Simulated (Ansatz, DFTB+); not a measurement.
## Strength of the C–O bond: C2H6O → CH3O + CH3

Species: C2H6O (dimethyl ether) `COC`, singlet; CH3O `C[O]`, doublet; CH3 (methyl radical) `[CH3]`, doublet. 

Shapes, held fixed at every level: PBE0-D4/def2-TZVP. Programs: Ansatz 0.2.0, DFTB+ 25.1. The zero-point and thermal change to 298 K, harmonic and unscaled (PBE0-D4/def2-TZVP), is -28.7 kJ/mol.

| level | kind | ΔH(298 K) (kJ/mol) | less CCSD(T)/CBS estimate | CPU time (sum over the molecules) |
| --- | --- | --- | --- | --- |
| MP2/def2-SVP | perturbation theory | +366.1 | +13.0 | – |
| DFTB3-D3(BJ) | semi-empirical | +395.3 | +42.2 | 0.17 s |
| SPW92/def2-TZVPP | LDA | +422.6 | +69.5 | 4.8 s |
| PBE-D4/def2-TZVPP | GGA | +340.0 | -13.1 | 9.5 s |
| B3LYP-D4/def2-TZVPP | global hybrid | +323.2 | -29.9 | 12 s |
| BHLYP-D4/def2-TZVPP | global hybrid | +307.4 | -45.7 | 12 s |
| B2PLYP/def2-TZVPP | double hybrid | +332.9 | -20.2 | 15 s |
| CCSD/def2-TZVPP | coupled cluster or CI | +328.9 | -24.2 | – |
| CCSD(T)/CBS estimate | coupled cluster or CI | +353.1 | 0.0 | 2.5 min |

The highest level, CCSD(T)/CBS estimate, gives ΔH(298 K) = +353.1 kJ/mol; the levels span +307.4 to +422.6. The column of differences is taken from that level and isn't an error. No measured value is set beside it here. Open shells run unrestricted. The CBS estimate extrapolates MP2 from def2-TZVPP and def2-QZVPP and adds CCSD(T) − MP2 in the triple-zeta set, cores frozen. Times are processor times on shared x86 and Arm servers, and rough.

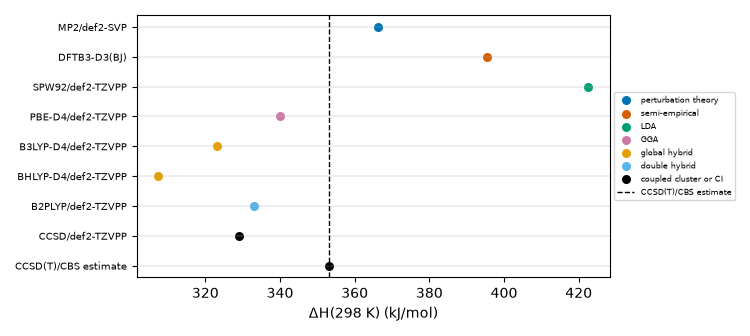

The values of the table, level by level.
